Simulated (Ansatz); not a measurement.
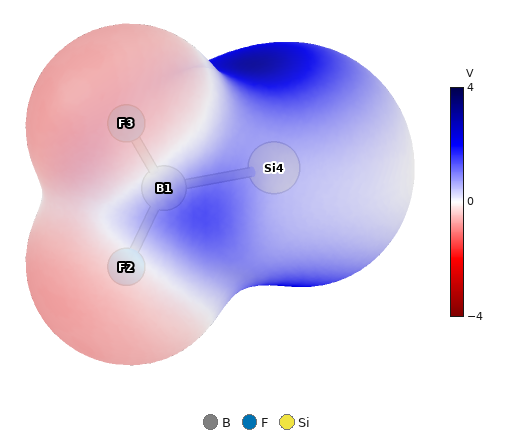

Figure. BF₂Si (SMILES FB(F)[Si]) (doublet). The electrostatic potential painted on the density surface at 0.002 e/bohr³, seen at a tilt; the colour scale runs from red (negative) to blue (positive).

Geometry: B3LYP/6-31G*.

Theory: isolated molecule in a Gaussian basis; Kohn-Sham density functional theory, functional PBE0 (Ansatz).

Where is the surface potential most negative and most positive?

The most negative region (about −0.7 V) lies over F2 and F3, the most positive (about +2.9 V) over Si4.
